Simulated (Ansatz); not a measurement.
The calculation's input:

```
crystal:
  periodic: [false, false, false]
  atoms:
    - {symbol: Li, position_ang: [1.402053, 0.493760, -0.264646]}
    - {symbol: Li, position_ang: [-0.215212, -4.109992, 0.337652]}
    - {symbol: Li, position_ang: [-1.099938, 0.707374, 0.757707]}
    - {symbol: Li, position_ang: [3.161750, 1.146707, -2.177163]}
    - {symbol: Li, position_ang: [-2.611341, -1.789208, 0.955615]}
    - {symbol: Li, position_ang: [0.654674, -1.574719, 1.934037]}
    - {symbol: Li, position_ang: [-1.845253, 0.499326, 3.339888]}
    - {symbol: Li, position_ang: [3.693467, 0.022472, 1.074469]}
    - {symbol: Li, position_ang: [-0.965574, 3.263680, 1.528535]}
    - {symbol: Li, position_ang: [0.419028, -0.243624, -3.061766]}
    - {symbol: Li, position_ang: [-3.570450, 1.724785, 0.571393]}
    - {symbol: Li, position_ang: [-0.423629, -1.548881, -0.703793]}
    - {symbol: Li, position_ang: [2.219643, 2.990777, 0.225820]}
    - {symbol: Li, position_ang: [2.232166, -2.205664, -1.031041]}
    - {symbol: Li, position_ang: [-2.464021, -0.002345, -1.887365]}
    - {symbol: Li, position_ang: [-0.433532, 2.371259, -1.548011]}
    - {symbol: Li, position_ang: [-1.340601, -3.022379, -2.683477]}
    - {symbol: Li, position_ang: [1.186779, 1.276664, 2.632156]}
basis:
  gaussian: {orbitals: def2-TZVPD, initial_orbitals: start.molden}
total_charge: -1
magnetization: {spin_polarized: true, initial_magnetization: 1}
hamiltonian: {xc: pbe0}
scf: {omitted_lower_state_checks: [starts]}
output: {orbitals: {seedname: orbitals}}
```

Run with:

```sh
ansatz run in.yaml --threads 4 --pin off --events-out ev --progress --plain --max-ram 8704MiB
```

Geometry: PBE0/def2-SVPD.

Level of theory: Ansatz 0.2.0, UKS PBE0/def2-TZVPD.

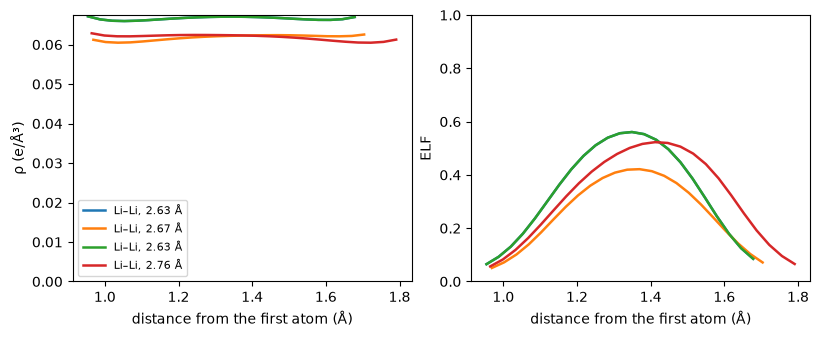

Li₁₈ (charge −1, doublet). Electron density and ELF along straight lines between neighbouring atoms. The curves leave out the atomic cores.

Question: What can be read from the curves?

Answer: Li–Li (2.63 Å): ρ is about 0.07 e/Å³ halfway; the ELF reaches about 0.55 near the midpoint.
Li–Li (2.67 Å): the density is about 0.06 e/Å³ at the midpoint; the ELF is about 0.40 at the midpoint.
Li12···Li17 (2.63 Å): the density falls to about 0.07 e/Å³ on the way; the ELF reaches about 0.55 near the midpoint.
Li–Li (2.76 Å): the density is about 0.06 e/Å³ at the midpoint; the ELF reaches about 0.50 near the midpoint.
